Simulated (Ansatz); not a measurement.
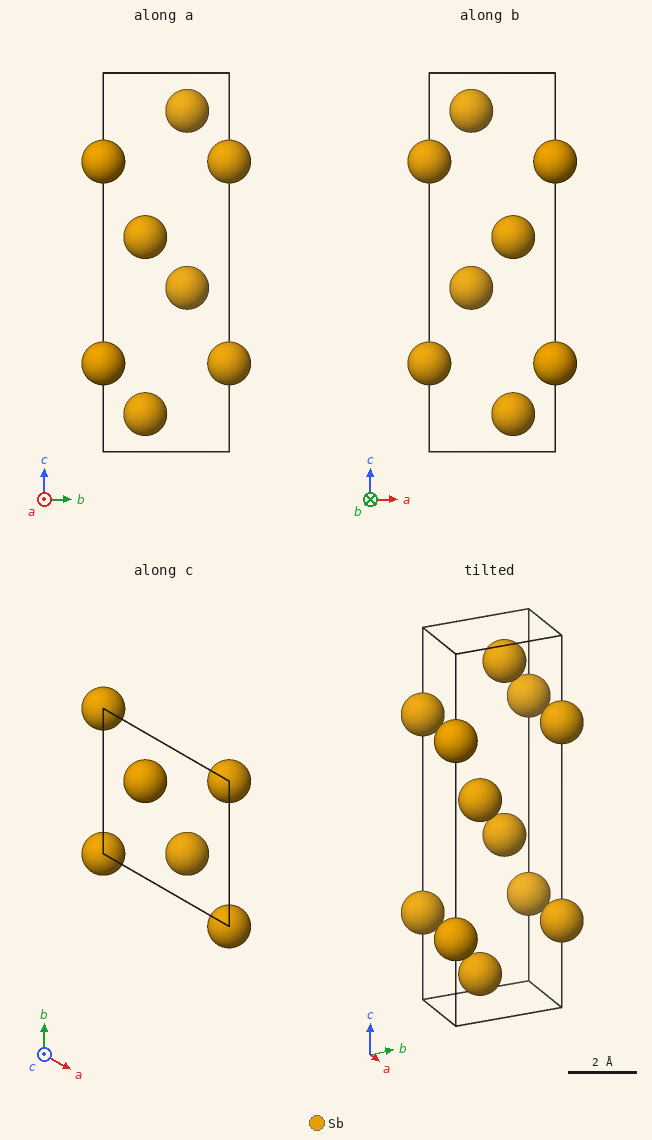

We look at a spheres-only model of the crystal along the a axis, along the b axis, along the c axis and slightly off an axis. The lines enclose the conventional unit cell; boundary atoms appear with their images.

Lattice parameters: a = 4.313 Å, b = 4.313 Å, c = 11.250 Å, α = 90.00°, β = 90.00°, γ = 120.00°. Put a along x and b in the xy plane.

Q: Transcribe the picture into a POSCAR file, with free fractional coordinates to two decimals.

A:
```
Sb
1.0
     4.313    0.000    0.000
    -2.156    3.735    0.000
     0.000    0.000   11.250
Sb
6
Direct
  0.3333 0.6667 0.90
  0.00 0.00 0.77
  0.00 0.00 0.23
  0.6667 0.3333 0.10
  0.6667 0.3333 0.57
  0.3333 0.6667 0.43
```

Origin of the cell: a structure type known for this element. Earlier steps of the study may have refined or changed the cell and positions. A calculation with Ansatz used it as input.
